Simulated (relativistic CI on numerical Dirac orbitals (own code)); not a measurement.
**S⁸⁺: one ion under different settings**

How much do the settings matter for S⁸⁺? One ion, several inputs.

The numbers are computed with relativistic CI on numerical Dirac orbitals (own code) version 3 (Dirac-Coulomb-Breit CI, KLI orbitals optimised for each configuration, model QED (radiative potential, 1s self-energy scaled to tabulated hydrogen-like ionisation energies), numerical settings as typed), except any that are marked as measured or tabulated.

## (1) The system

- ion: S⁸⁺ (S IX)
- nuclear charge: 16
- electrons: 8
- isotope: A = 32

## (2) The usual input

Settings of the run:

```ini
atom S  Z=16  charge=8  electrons=8
nucleus A=32  rms_radius_fm=3.2611
hamiltonian dirac-coulomb  breit=on  qed=on  c_scale=1
orbitals kli  potential=per-configuration
slater_scale 1
correlation none
mixing on
grid step=0.0125 r_max=10.3
scf mixing=0.4 start=green max_iterations=150 tolerance=2e-08 node_fill=0.05
configurations
  [He] 2s2 2p4
  [He] 2s 2p5
  [He] 2p6
end
```

The run is started by

```console
$ python run_levels.py task.json out
```

task.json lists these runs, among others, and the program works through them in turn.

## (3) Slater scale 0.5

The settings differ from step 2 so:

```diff
@@ -4,3 +4,3 @@
 orbitals kli  potential=per-configuration
-slater_scale 1
+slater_scale 0.5
 correlation none
```

## (4) Grid step 0.02, Slater scale 0.6

The settings differ from step 3 so:

```diff
@@ -4,6 +4,6 @@
 orbitals kli  potential=per-configuration
-slater_scale 0.5
+slater_scale 0.6
 correlation none
 mixing on
-grid step=0.0125 r_max=10.3
+grid step=0.02 r_max=10.3
 scf mixing=0.4 start=green max_iterations=150 tolerance=2e-08 node_fill=0.05
```

## (5) Start potential thomas-fermi, node fill 0.5

Settings of the run:

```ini
atom S  Z=16  charge=8  electrons=8
nucleus A=32  rms_radius_fm=3.2611
hamiltonian dirac-coulomb  breit=on  qed=on  c_scale=1
orbitals kli  potential=per-configuration
slater_scale 1
correlation none
mixing on
grid step=0.0125 r_max=10.3
scf mixing=0.4 start=thomas-fermi max_iterations=150 tolerance=2e-08 node_fill=0.5
configurations
  [He] 2s2 2p4
  [He] 2s 2p5
  [He] 2p6
end
```

## (6) Start potential thomas-fermi, speed-of-light factor 2, node fill 0.01

Settings of the run:

```ini
atom S  Z=16  charge=8  electrons=8
nucleus A=32  rms_radius_fm=3.2611
hamiltonian dirac-coulomb  breit=on  qed=on  c_scale=2
orbitals kli  potential=per-configuration
slater_scale 1
correlation none
mixing on
grid step=0.0125 r_max=10.3
scf mixing=0.4 start=thomas-fermi max_iterations=150 tolerance=2e-08 node_fill=0.01
configurations
  [He] 2s2 2p4
  [He] 2s 2p5
  [He] 2p6
end
```

(Steps that only read results are left out.)

Q: Predict the outcome of this session. Wanted: lowest level, usual settings; total energy; first excitation.

As calculated:

| setting | total energy less usual (Ha) | largest shift of a level among the lowest eight of both runs, same label and place (cm⁻¹) | SCF iterations | time | lowest level | kind of change |
| --- | --- | --- | --- | --- | --- | --- |
| usual | 0 | 0 | 27 | 0.11 s | 2p4 3P2 | - |
| Slater scale 0.5 | 0.062 | 48800 | 27 | 0.11 s | 2p4 3P2 | model term |
| grid step 0.02, Slater scale 0.6 | 0.0498 | 38100 | 27 | 0.068 s | 2p4 3P2 | model term |
| start potential thomas-fermi, node fill 0.5 | 0.00233 | 485 | 27 | 0.11 s | 2p4 3P2 | numerical |
| start potential thomas-fermi, speed-of-light factor 2, node fill 0.01 | 0.771 | 17300 | 27 | 0.11 s | 2p4 3P2 | unphysical constant |

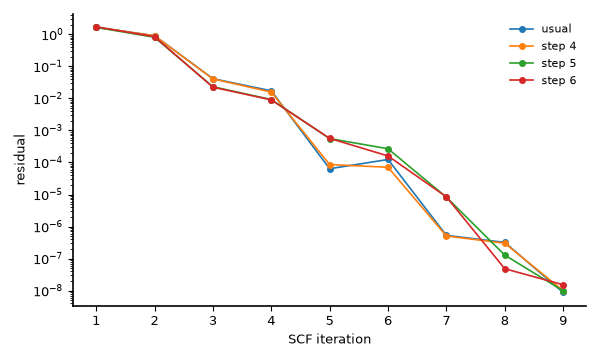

Residual of the first configuration's SCF.

```
                    quantity         value
lowest level, usual settings       2p4 3P2
                total energy  -366.2340 Ha
            first excitation   7938.4 cm⁻¹
```

What this shows: Among the runs whose levels can be followed, they move most under «Slater scale 0.5» (model term), by up to 48800 cm⁻¹. Only the listed configurations are in the model.
